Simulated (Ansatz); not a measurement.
**TiB2: response to strain**

Take TiB₂ (space group P6/mmm, No. 191; a = 2.9939 Å, c = 3.1595 Å) as the base. Axes: x lies along a and z along c of the hexagonal cell.

Strains are applied to the cell and any free atomic positions relax.

The values are results of LDA (Ansatz, a quantum-chemistry and plane-wave program, PAW, no spin-orbit coupling), not measurements.

Notes on the quantities. energy relative to the base: free energy F.

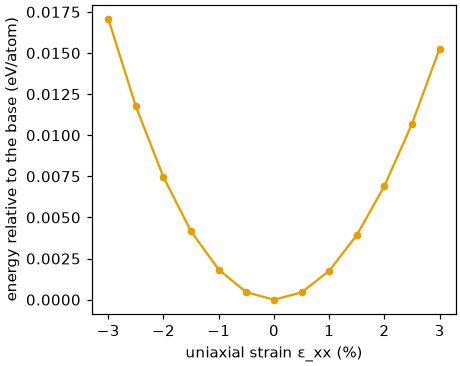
Fig. 1. Energy relative to the base against uniaxial strain ε_xx

| uniaxial strain ε_xx (%) | energy relative to the base |
|---|---|
| -3 | +17 meV/atom |
| -2.5 | +12 meV/atom |
| -2 | +7.5 meV/atom |
| -1.5 | +4.2 meV/atom |
| -1 | +1.8 meV/atom |
| -0.5 | +0.5 meV/atom |
| 0.5 | +0.4 meV/atom |
| 1 | +1.8 meV/atom |
| 1.5 | +3.9 meV/atom |
| 2 | +6.9 meV/atom |
| 2.5 | +11 meV/atom |
| 3 | +15 meV/atom |

The mesh was chosen for an insulator and is coarse for the gapless case. Without a gap, meshes like the base's 13×13×10 leave anisotropic stresses uncertain by several tenths of a GPa, and small strain energies with them. No phonon test of stability was made. All final runs are without spin polarisation.
